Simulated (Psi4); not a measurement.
# GaCl (SMILES [Cl][Ga]) at B3LYP/6-31G(d) (spherical functions)

Aim: the vertical singlet–triplet gap of GaCl at B3LYP/6-31G* (spherical functions), from 2 runs. 

Program for the calculation: Psi4 1.11.

7 further runs of the same task are left out: 5 that didn't finish, 2 set aside as unsound or not needed.

**1. The system as given**

GaCl: 2 atoms, total charge 0, spin state singlet. SMILES: `[Cl][Ga]`. The coordinates come from a PBE0-D4/def2-TZVP relaxation.

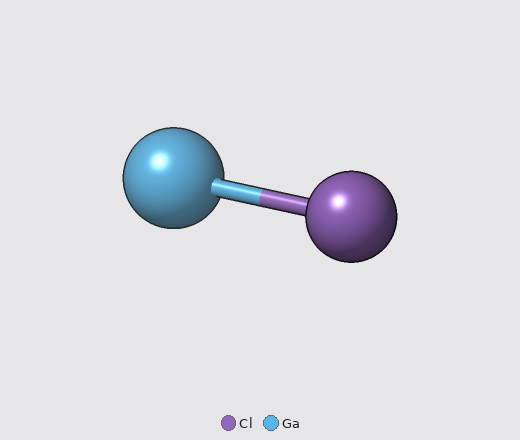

The structure, seen from a chosen angle (chlorine purple, gallium blue).

**2. Energy and forces at B3LYP/6-31G(d) (spherical functions)**

Input file job.inp:

```
memory 2200 MB

molecule mol {
  Cl
  Ga 1 R2

  R2 = 2.21572
  symmetry c1
  no_reorient
  no_com
}

set reference rks
set puream true
set e_convergence 1e-09
set d_convergence 1e-08
set scf_type pk
set dft_radial_points 99
set dft_spherical_points 590

gradient('b3lyp/6-31G*')
```

Launch:

```sh
$ psi4 -n 1 job.inp job.out
```

job.out:

```text
[...]
  Running in c1 symmetry.
[...]
  Nuclear repulsion =  125.862649623187949
[...]
  Multiplicity = 1
[...]
  Nalpha       = 24
  Nbeta        = 24
[...]
    Number of basis functions: 50
[...]
   @RKS iter   1: -2383.07523836276187   -1.92633e+00   5.81913e-02 ADIIS/DIIS
[...]
   @RKS iter  11: -2384.89076686773842   -9.09495e-12   7.56147e-09 DIIS
[...]
    Orbital Energies [Eh]
    ---------------------
    Doubly Occupied:
       1A   -372.581907     2A   -101.494631     3A    -45.974342
       4A    -40.729489     5A    -40.729489     6A    -40.727892
       7A     -9.428078     8A     -7.186297     9A     -7.183714
      10A     -7.183714    11A     -5.541828    12A     -3.824021
      13A     -3.824021    14A     -3.819341    15A     -0.860844
      16A     -0.856378    17A     -0.856378    18A     -0.852922
      19A     -0.852922    20A     -0.779614    21A     -0.416149
      22A     -0.311997    23A     -0.311997    24A     -0.271386
[...]
  @RKS Final Energy: -2384.89076686773842
   => Energetics <=
    Nuclear Repulsion Energy =            125.8626496231879486
    One-Electron Energy =               -3569.6836810470026649
    Two-Electron Energy =                1142.0826541700389498
    DFT Exchange-Correlation Energy =     -83.1523896139625833
    Empirical Dispersion Energy =           0.0000000000000000
    VV10 Nonlocal Energy =                  0.0000000000000000
    Total Energy =                      -2384.8907668677384208
[...]
 Multipole Moments:
 ------------------------------------------------------------------------------------
     Multipole            Electronic (a.u.)      Nuclear  (a.u.)        Total (a.u.)
 ------------------------------------------------------------------------------------
 L = 1.  Multiply by 2.5417464519 to convert [e a0] to [Debye]
 Dipole X            :          0.0000000            0.0000000            0.0000000
 Dipole Y            :          0.0000000            0.0000000            0.0000000
 Dipole Z            :          4.4573752           -3.5344566            0.9229186
 Magnitude           :                                                    0.9229186
[...]
  -Total Gradient:
     Atom            X                  Y                   Z
    ------   -----------------  -----------------  -----------------
       1       -0.000000000000     0.000000000000     0.008444757745
       2        0.000000000001    -0.000000000000    -0.008448070467
[...]
```

Wall time 13 s (1 thread of Intel Xeon at 2.50GHz (Skylake/Cascade Lake), shared host); peak memory 0.35 GiB.

**3. The triplet, same level**

Input file run.py:

```python
import psi4

psi4.set_memory(2200000000)
psi4.set_num_threads(1)
psi4.core.set_output_file('run.log', False)

geom = psi4.geometry("""
0 3
Cl     0.000000     0.000000    -0.023560
Ga     0.000000     0.000000     2.192160
units angstrom
symmetry c1
""")

options = {'basis': '6-31G*', 'reference': 'uks', 'puream': True, 'e_convergence': 1e-09, 'd_convergence': 1e-08, 'scf_type': 'pk', 'dft_radial_points': 99, 'dft_spherical_points': 590, 'maxiter': 100}
psi4.set_options(options)

energy_value, wavefunction = psi4.gradient("b3lyp", return_wfn=True)
psi4.oeprop(wavefunction, "QUADRUPOLE", "MAYER_INDICES", "DIPOLE")
print('gradient / Eh bohr^-1')
print(energy_value.np.round(6))
print(f'energy = {wavefunction.energy():.10f} Eh')
```

Launch:

```sh
$ python run.py
```

run.log:

```text
[...]
  Running in c1 symmetry.
[...]
  Nuclear repulsion =  125.862649623187977
[...]
  Multiplicity = 3
[...]
  Nalpha       = 25
  Nbeta        = 23
[...]
    Number of basis functions: 50
[...]
   @UKS iter   1: -2382.63197935860444   -1.48308e+00   5.91680e-02 DIIS/ADIIS
[...]
   @UKS iter  13: -2384.75471798054241   -1.36424e-12   4.92691e-09 DIIS
[...]
   @S^2 Observed:                2.002984085E+00
[...]
    Orbital Energies [Eh]
    ---------------------
    Alpha Occupied:
       1A   -372.604732     2A   -101.538335     3A    -45.996213
       4A    -40.752200     5A    -40.750948     6A    -40.750148
       7A     -9.469686     8A     -7.234366     9A     -7.223676
      10A     -7.222897    11A     -5.566416    12A     -3.851465
      13A     -3.847670    14A     -3.842910    15A     -0.891557
      16A     -0.883019    17A     -0.878249    18A     -0.877051
      19A     -0.875763    20A     -0.817160    21A     -0.453674
      22A     -0.340686    23A     -0.340313    24A     -0.321587
      25A     -0.144819
    Alpha Virtual:
[...]
  @UKS Final Energy: -2384.75471798054241
   => Energetics <=
    Nuclear Repulsion Energy =            125.8626496231879770
    One-Electron Energy =               -3568.2903104864026318
    Two-Electron Energy =                1140.7960424702098408
    DFT Exchange-Correlation Energy =     -83.1230995875381495
    Empirical Dispersion Energy =           0.0000000000000000
    VV10 Nonlocal Energy =                  0.0000000000000000
    Total Energy =                      -2384.7547179805428641
[...]
  -Total Gradient:
     Atom            X                  Y                   Z
    ------   -----------------  -----------------  -----------------
       1       -0.000000000001    -0.000000000000     0.000970711589
       2        0.000000000002     0.000000000001    -0.000974491336
[...]
 Multipole Moments:
 ------------------------------------------------------------------------------------
     Multipole            Electronic (a.u.)      Nuclear  (a.u.)        Total (a.u.)
 ------------------------------------------------------------------------------------
 L = 1.  Multiply by 2.5417464519 to convert [e a0] to [Debye]
 Dipole X            :         -0.0000000            0.0000000           -0.0000000
 Dipole Y            :         -0.0000000            0.0000000           -0.0000000
 Dipole Z            :          4.2007548           -3.5344566            0.6662982
 Magnitude           :                                                    0.6662982
 L = 2.  Multiply by 1.3450342976 to convert [e a0^2] to [Debye ang]
 Quadrupole XX       :        -24.5441655            0.0000000          -24.5441655
 Quadrupole XY       :          0.6681596            0.0000000            0.6681596
[...]
```

Standard output:

```text
gradient / Eh bohr^-1
[[-0.       -0.        0.000971]
 [ 0.        0.       -0.000974]]
energy = -2384.7547179805 Eh
```

Run time: 18 s. Hardware: 1 thread of Intel Xeon at 2.50GHz (Skylake/Cascade Lake), shared host; peak memory 0.35 GiB.

**4. Results**

Level: B3LYP/6-31G* (spherical functions).

| quantity | value |
| --- | --- |
| singlet: total energy | -2384.89077 Eh |
| singlet: dipole moment | 2.35 D |
| singlet: HOMO energy | -7.38 eV |
| singlet: LUMO energy | -1.95 eV |
| singlet: HOMO–LUMO gap | 5.44 eV |
| singlet: largest force on an atom | 0.434 eV/Å |
| triplet: total energy | -2384.75472 Eh |
| triplet: dipole moment | 1.69 D |
| triplet: HOMO energy (highest over α and β) | -3.94 eV |
| triplet: ⟨S²⟩ | 2.003 |
| triplet: largest force on an atom | 0.050 eV/Å |
| vertical energy of the triplet above the singlet | 3.702 eV |

In words: At this shape the triplet lies 3.70 eV (85 kcal/mol) above the singlet. The largest force (singlet) is 0.43 eV/Å: the shape isn't a stationary point for this species at this level.
